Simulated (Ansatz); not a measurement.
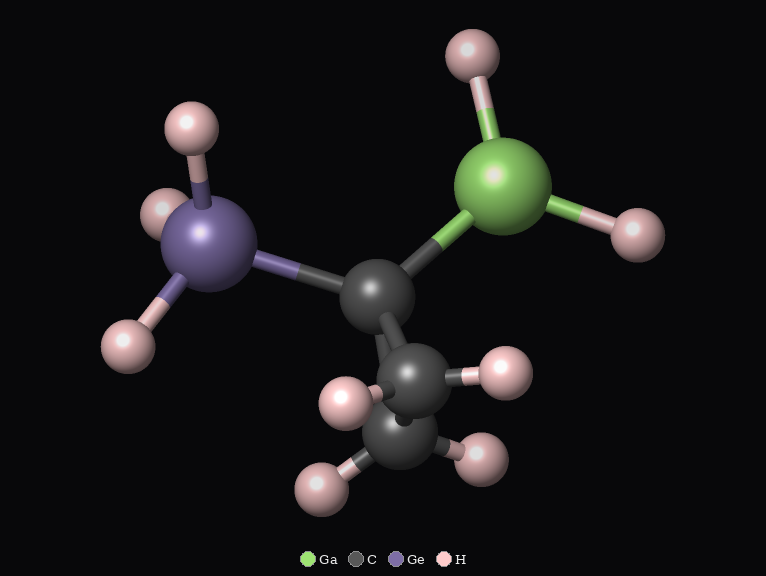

A ball-and-stick model of a molecule. Every bond is drawn as one stick, whatever its order.

Describe the molecule.

It has 14 atoms: 3 carbon, 9 hydrogen, 1 gallium and 1 germanium (C3H9GaGe). As SMILES it reads `[GaH2][C]1([GeH3])CC1`. The point group is Cs. Coordination, clear cases only: 1 Ga trigonal planar; 1 Ge tetrahedral.

More results for the same structure follow; atom numbers are the same in all pictures, views and colours differ. The geometry was computed by an optimisation with PBE0-D4/def2-TZVP.

### Vibrations

Harmonic vibrations computed with RKS PBE0-D4/def2-TZVP (Ansatz 0.2.0) at a stationary point of the same level.

Question: How many vibrational modes are there, and where do they lie?

Answer: 36 modes: 101, 109, 117, 188, 190, 220, 334, 446, 563, 576, 622, 708, 753, 819, 839, 849, 882, 883, 952, 974, 1052, 1090, 1154, 1182, 1264, 1471, 1500, 1942, 1967, 2115, 2139, 2139, 3124, 3126, 3196, 3210 cm⁻¹.

### Electronic properties

Level of theory: RKS BLYP-D4/def2-TZVPP (Ansatz 0.2.0).

Computed properties:

- HOMO energy (Kohn–Sham orbital): −6.26 eV
- LUMO energy (Kohn–Sham orbital): −2.25 eV
- HOMO–LUMO gap: 4.02 eV
- dispersion correction: −75.1 kJ/mol

### Charges

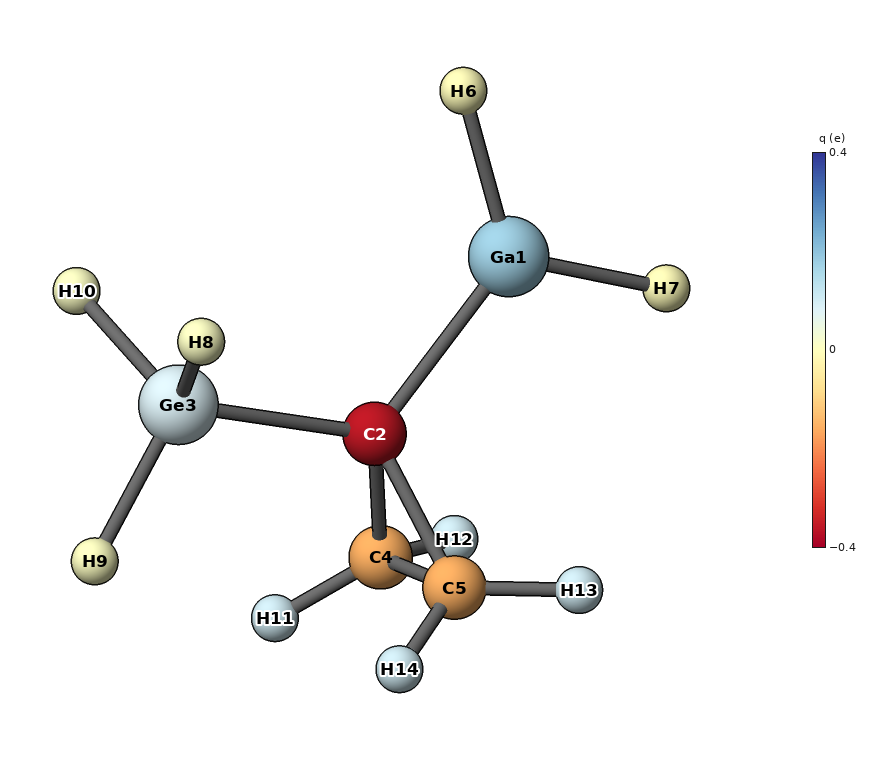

Atoms are coloured by their Mulliken charges. Level of theory: RKS ωB97M-V/def2-TZVPP (Ansatz 0.2.0).

Question: Which atom carries the highest charge (most positive or least negative)?

Answer: Ga1 (0.17 e).

Question: And the lowest?

Answer: C2 (−0.36 e).

List the Mulliken charges.

| atom | value (e) |
| --- | --- |
| Ga1 | 0.17 |
| C2 | −0.36 |
| Ge3 | 0.08 |
| C4 | −0.16 |
| C5 | −0.16 |
| H6 | −0.01 |
| H7 | −0.01 |
| H8 | 0.01 |
| H9 | 0.00 |
| H10 | 0.01 |
| H11 | 0.10 |
| H12 | 0.10 |
| H13 | 0.10 |
| H14 | 0.10 |

Mulliken values depend strongly on the basis set and can even reverse the polarity of a bond.
